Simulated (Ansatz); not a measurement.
A series of calculations on ZrH₄O₂F₂

### Relaxation

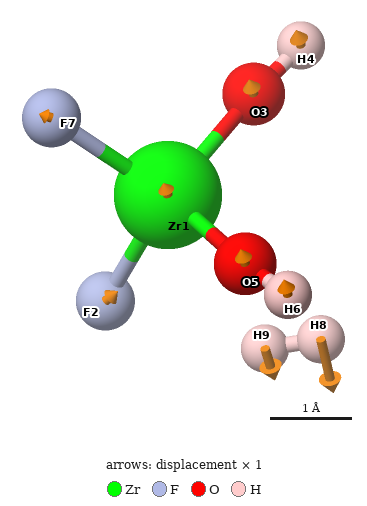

This is a relaxation of ZrH4O2F2. The starting structure is drawn; orange arrows show the displacements, at their true length. The two geometries are superimposed by the best rigid fit.

A ball-and-stick model, seen from a free direction.

The run prepares an end point of a later path (reaction) calculation, from a guessed geometry.

Computed with Ansatz 0.2.0, RKS BHLYP/def2-SVP. Settings: no spin polarisation; force threshold 0.03 eV/Å; at most 50 steps.

### Which element moves most?

Hydrogen: up to 0.90 Å, against 0.25 Å for oxygen.

### Describe the change and its energy.

Over 12 geometry steps the energy falls by 0.087 eV. The largest force component goes from 1.1 to 0.011 eV/Å. The forces were under the threshold at step 3, but the run went on from there. The atom that moves furthest after the best rigid fit is H8 (0.90 Å). Largest moves by element: H 0.90 Å, O 0.25 Å, F 0.22 Å, Zr 0.21 Å. Among the contacts that change: Zr1–H8 3.050 → 4.062 Å, Zr1–H9 2.817 → 3.558 Å, H8–H9 0.715 → 0.754 Å, Zr1–F2 1.954 → 1.916 Å.

### Relaxation

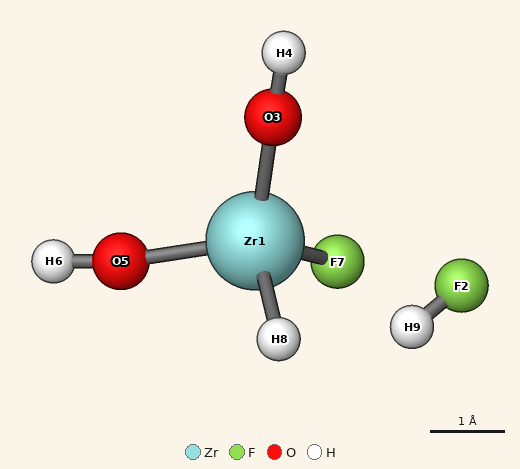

ZrH$_{4}$O$_{2}$F$_{2}$, before the relaxation. A ball-and-stick model, seen at a tilt.

The run prepares an end point of a later path (reaction) calculation, from a guessed geometry.

Theory: RKS BHLYP/def2-SVP (Ansatz).

Input
```yaml
crystal:
  periodic: [false, false, false]
  atoms:
    - { symbol: Zr, position_ang: [-0.133005, 0.345898, -0.178022] }
    - { symbol: F, position_ang: [1.185067, -0.271492, 2.641214] }
    - { symbol: O, position_ang: [1.578876, -0.218437, -0.791667] }
    - { symbol: H, position_ang: [2.385759, -0.588346, -1.128387] }
    - { symbol: O, position_ang: [-1.066486, 1.338931, -1.507305] }
    - { symbol: H, position_ang: [-1.462522, 1.758356, -2.261027] }
    - { symbol: F, position_ang: [-1.260475, -1.049809, 0.46994] }
    - { symbol: H, position_ang: [0.152695, 1.587874, 1.174404] }
    - { symbol: H, position_ang: [0.947292, 0.613126, 2.54095] }
basis:
  gaussian: { orbitals: def2-SVP }
hamiltonian:
  xc: { name: BHLYP }
relax:
  f_tol: 0.03
  max_steps: 50
```

Command:
```bash
ansatz run input.yaml --threads 2 --pin off --max-ram 3072MiB --backend cpu --events-out ev --progress --plain --runs-dir out
```

### What does the optimiser find from here?

Over 8 accepted moves (9 points after the start) the energy falls by 5.03 kcal/mol. The largest force component goes from 0.25 to 0.012 eV/Å. The line search rejected the trial step at point 5 of the run. The largest move after the best rigid fit is that of F2, 0.55 Å. By element the largest moves are F 0.55 Å, H 0.40 Å, Zr 0.24 Å, O 0.24 Å. Among the contacts that change: Zr1–F2 3.173 → 2.392 Å, Zr1–H9 2.938 → 2.370 Å, Zr1–H8 1.858 → 1.932 Å, F2–H9 0.921 → 0.957 Å. New bonds form, among them: Zr1–F2 (3.17 → 2.39 Å). Bond angles that change, for instance: F7–Zr1–H8 109.4° → 117.7°, O5–Zr1–H8 103.6° → 97.4°, Zr1–O5–H6 171.7° → 177.7°. Cost: 25 s on 2 threads of Intel(R) Xeon(R) 6975P-C (Granite Rapids), with other jobs on the host, peak memory 0.25 GiB.

Final geometry:

```xyz
9

Zr   -0.0167    0.2693    0.0202
F     0.8806   -0.2129    2.1843
O     1.6576   -0.2614   -0.7229
H     2.4028   -0.6031   -1.2008
O    -0.9599    1.2444   -1.3128
H    -1.3965    1.7395   -1.9940
F    -1.2329   -1.1229    0.5120
H     0.2304    1.7267    1.2647
H     0.7619    0.7364    2.2094
```

The end point in the same view:

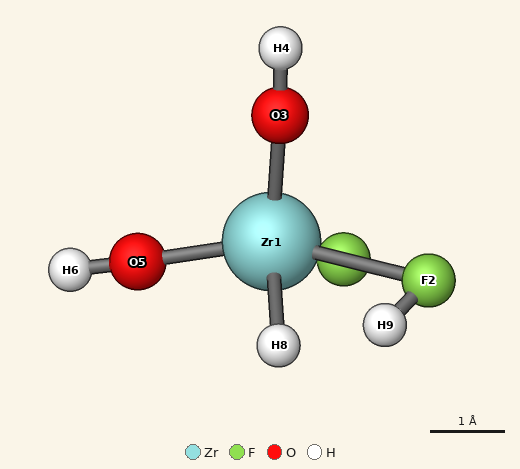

### Path

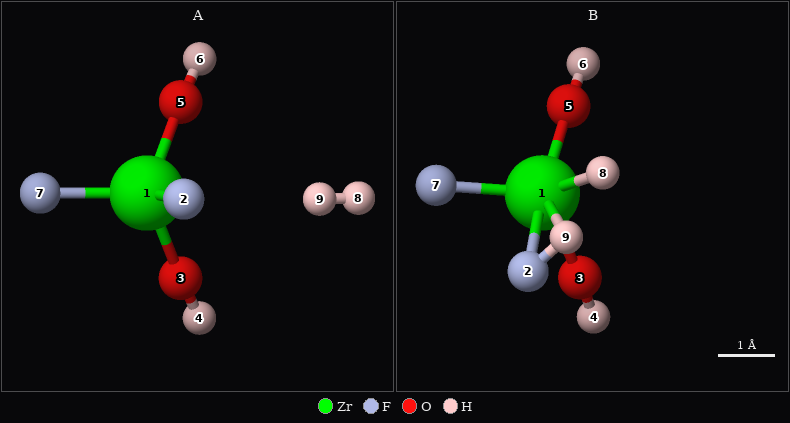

The two relaxed end points of a path for ZrH4O2F2, made up at the start of ZrH$_{2}$O$_{2}$F$_{2}$ and H2. The picture is a ball-and-stick view, seen at a tilt.

All numbers below come from RKS BHLYP/def2-SVP in Ansatz.

Settings: 7 movable images; climbing image; force threshold 0.05 eV/Å; iteration limit 60.

Start:
```xyz
9

Zr   -0.2286   -0.4211   -0.0995
F    -0.0290   -0.0918    1.7778
O     1.4981   -0.6127   -0.8906
H     2.3449   -0.6464   -1.3168
O    -1.2107    1.0134   -0.8878
H    -1.6393    1.7453   -1.3126
F    -1.2056   -2.0485   -0.3277
H     1.5866    2.6023    1.9163
H     1.2109    1.9756    2.1010
```

End:
```xyz
9

Zr   -0.0238    0.2683    0.0495
F     1.0774   -0.1728    2.1266
O     1.5710   -0.2812   -0.8404
H     2.2666   -0.6341   -1.3808
O    -1.0905    1.2188   -1.2059
H    -1.5904    1.7012   -1.8517
F    -1.1876   -1.1110    0.6839
H     0.3425    1.7497    1.2350
H     0.9621    0.7771    2.1438
```

**Predict the minimum-energy path and its barrier.**

Forward barrier 163.8 kJ/mol, backward barrier 2.0 kJ/mol, with image 7 at the top; the reaction energy is +161.8 kJ/mol. Breaking: H8–H9 (0.75 → 1.17 at the top → 1.47 Å). Forming: F2–H9 (2.43 → 1.04 at the top → 0.96 Å), Zr1–H8 (4.06 → 2.00 at the top → 1.93 Å), Zr1–H9 (3.56 → 2.18 at the top → 2.37 Å). The band converged in 20 iterations, with a climbing image at the top.

Energies of the converged images:

| image | path (Å) | E (kJ/mol) |
| --- | --- | --- |
| 0 | 0.00 | 0.0 |
| 1 | 0.55 | 0.3 |
| 2 | 1.11 | 1.1 |
| 3 | 1.66 | 4.6 |
| 4 | 2.22 | 17.6 |
| 5 | 2.78 | 44.2 |
| 6 | 3.33 | 97.2 |
| 7 | 3.89 | 163.8 |
| 8 | 4.35 | 161.8 |

The geometry at the top of the path:

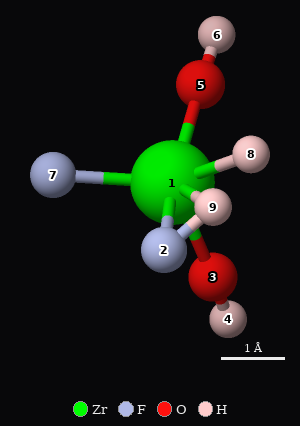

Limits of the set-up: the start holds two separate molecules, 2.4 Å apart at their closest, whose relative position is a soft coordinate and is computed without a dispersion correction.
